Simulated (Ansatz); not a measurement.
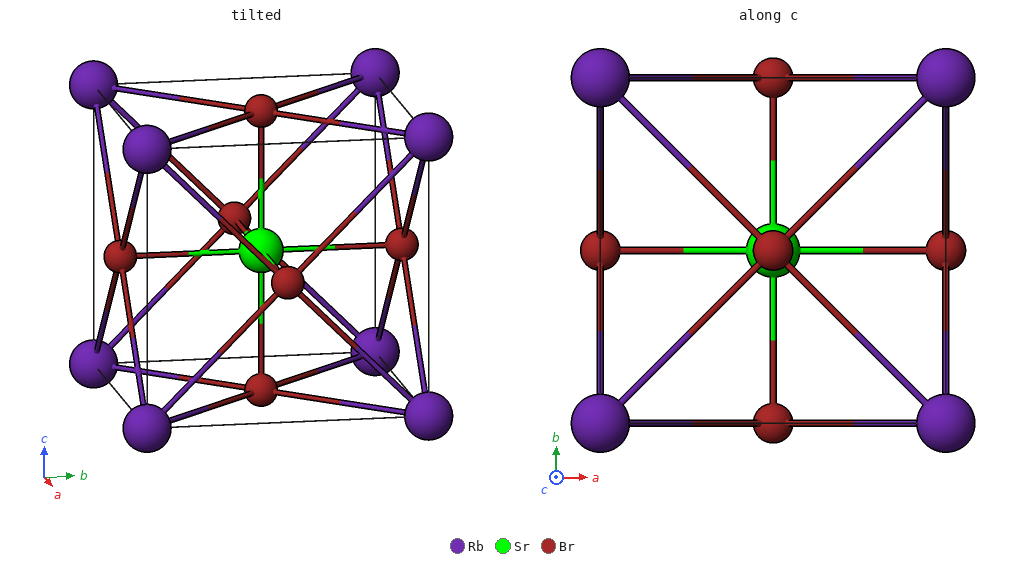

Ball-and-stick drawing of the structure, looking slightly off an axis and along the c axis. The edges of the conventional unit cell are marked.

RbSrBr3, cubic perovskite, space group Pm-3m (No. 221), a = 5.946 Å, b = 5.946 Å, c = 5.946 Å, α = 90.00°, β = 90.00°, γ = 90.00°. Source of the structure: a structure type filled with these elements by a generator (whether the compound takes this form wasn't checked). Earlier steps of the study may have refined or changed the cell and positions. It was run through Ansatz as a DFT input.

This one geometry was computed with Ansatz (DFT, plane waves, PAW) at three levels of theory: HSE06, PBE and r2SCAN. It was relaxed beforehand with r2SCAN.

> How does the band gap change with the level of theory?

PBE: a gap of 3.92 eV, indirect; r2SCAN: a gap of 4.60 eV, indirect; HSE06: a gap of 5.04 eV, indirect.

> Collect the results in a table.

| level | cutoff (eV) | k-mesh of the run's cell | gap (eV) | pressure (GPa) |
| --- | --- | --- | --- | --- |
| HSE06 | 420 | 4×4×4 | 5.04 | 0.2 |
| PBE | 420 | 4×4×4 | 3.92 | 0.5 |
| r2SCAN | 500 | 4×4×4 | 4.60 | 0.0 |

Gaps are taken on the k-mesh or band path of each run.
